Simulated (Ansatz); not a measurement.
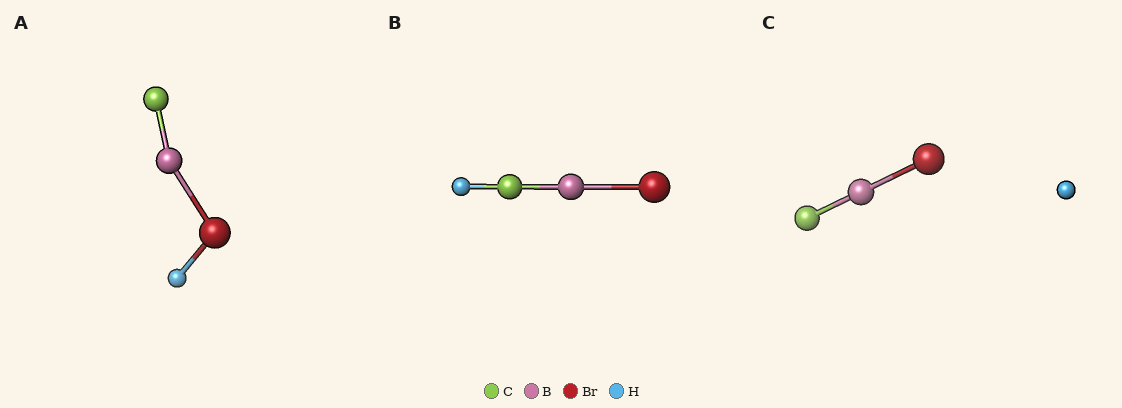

3 stationary structures of one formula. The species is neutral and a spin doublet. Geometries: PBE0-D4/def2-TZVP. Electronic energies: PBE-D4/def2-TZVPP (Ansatz 0.2.0), without zero-point energy. No frequency run is at hand to confirm each as a minimum.

**Which structure is the most stable?**

B is lowest (C∞v); A lies 110.7 kcal/mol above it, C lies 114.6 kcal/mol above it.

The determinant isn't a pure spin state (⟨S²⟩ up to 1.76).
